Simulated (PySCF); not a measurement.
**RPA/STO-6G run of BH4N (SMILES BN)**

Aim: the vertical singlet–triplet gap of BH4N at RPA/STO-6G, from 2 runs. The job is set up through a Python script.

The results are computed with PySCF 2.14.0.

## 1. The system as given

BH4N: 6 atoms, total charge 0, spin state singlet. As SMILES, `BN`. Geometry: relaxed at PBE0-D4/def2-TZVP.

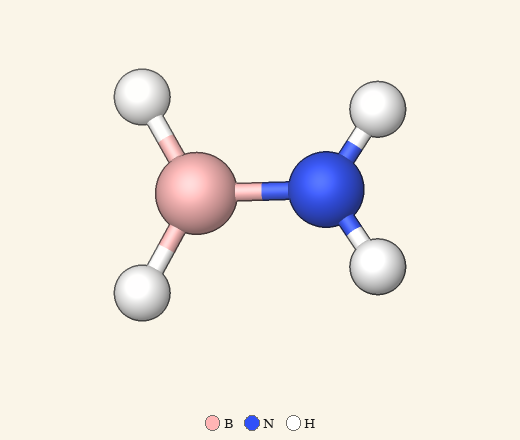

The structure, seen from a chosen angle (boron pink, nitrogen blue, hydrogen white).

## 2. The energy at RPA/STO-6G

The input, run.py:

```python
from pyscf import gto, scf
from pyscf.gw.rpa import RPA

molecule = gto.Mole()
molecule.atom = '''
B     -0.242263    -1.284258    -0.048377
N      0.276089     1.280100     0.020409
H      0.426700    -2.585145     1.677132
H     -1.345485    -2.132934    -1.831523
H     -0.229791     2.482533    -1.362115
H      1.194307     2.119139     1.457546
'''
molecule.max_memory = 1860
molecule.basis = 'sto-6g'
molecule.verbose = 3
molecule.unit = 'bohr'
molecule.build()

mf = scf.RHF(molecule)
mf.conv_tol = 1e-10
mf.kernel()
if not mf.converged:
    mf = mf.newton().run(mf.mo_coeff, mf.mo_occ)

rpa = RPA(mf, frozen=2)
rpa.kernel()
e_exx = mf.e_tot
e_final = e_exx + rpa.e_corr
print('Final energy', e_final)
```

The run is started by

```sh
OMP_NUM_THREADS=1 python run.py
```

What it wrote:

```text
converged SCF energy = -81.2513589345872

WARN: Even tempered Gaussians are generated as DF auxbasis for  H N B

E(RPA) = -81.3746161708335  E_corr = -0.121910449320716  E_hf = -81.2527057215128
Final energy -81.37326938390794
```

Run time: 0.56 s. Hardware: 1 thread of Intel Xeon 6975P-C (Granite Rapids), shared host; peak memory 0.12 GiB.

## 3. The triplet at the same level

The input, calc.py:

```python
from pyscf import gto, scf
from pyscf.gw.urpa import URPA

mol = gto.M(
    atom='''
B   -0.128200  -0.679600  -0.025600
N    0.146100   0.677400   0.010800
H    0.225800  -1.368000   0.887500
H   -0.712000  -1.128700  -0.969200
H   -0.121600   1.313700  -0.720800
H    0.632000   1.121400   0.771300
''',
    verbose=3,
    basis='sto-6g',
    max_memory=1860,
    spin=2,
)

mf = scf.UHF(mol)
mf.conv_tol = 1e-10
mf.kernel()
if not mf.converged:
    mf = mf.newton().run(mf.mo_coeff, mf.mo_occ)

rpa = URPA(mf, frozen=2)
rpa.kernel()
e_exx = mf.e_tot
e_final = e_exx + rpa.e_corr
print('E(%s) = %.9f' % ('RPA', e_final))
```

The run is started by

```sh
OMP_NUM_THREADS=1 python calc.py
```

What it wrote:

```text
WARN: HOMO 0.20832872431333 >= LUMO -0.285259590842765

converged SCF energy = -81.0080157792913  <S^2> = 2.0215167  2S+1 = 3.0143103

WARN: Even tempered Gaussians are generated as DF auxbasis for  H N B

E(URPA) = -81.1047911758372  E_corr = -0.0975423050862398  E_hf = -81.0072488707509
E(RPA) = -81.105558084
```

It took 0.56 s on 1 thread of Intel Xeon 6975P-C (Granite Rapids), shared host; peak memory 0.12 GiB.

## 4. Outcome

At RPA/STO-6G, 2 core orbitals frozen:

| quantity | value |
| --- | --- |
| singlet: total energy | -81.37327 Eh |
| singlet: dipole moment (Hartree–Fock density) | 1.72 D |
| singlet: HOMO energy (Hartree–Fock orbitals) | -10.38 eV |
| singlet: LUMO energy (Hartree–Fock orbitals) | 8.99 eV |
| singlet: HOMO–LUMO gap (Hartree–Fock orbitals) | 19.37 eV |
| singlet: RPA correlation energy (valence) | -121.9 mEh |
| triplet: total energy | -81.10556 Eh |
| triplet: dipole moment (Hartree–Fock density) | 6.06 D |
| triplet: HOMO energy (Hartree–Fock orbitals) (highest over α and β) | -2.66 eV |
| triplet: LUMO energy (Hartree–Fock orbitals) (lowest over α and β) | 3.10 eV |
| triplet: RPA correlation energy (valence) | -97.5 mEh |
| triplet: ⟨S²⟩ | 2.022 |
| vertical energy of the triplet above the singlet | 7.285 eV |

At this shape the triplet lies 7.28 eV (703 kJ/mol) above the singlet. Mulliken charges (singlet) of the mean-field density run from -0.51 on N2 to +0.30 on B1; they depend strongly on the basis.
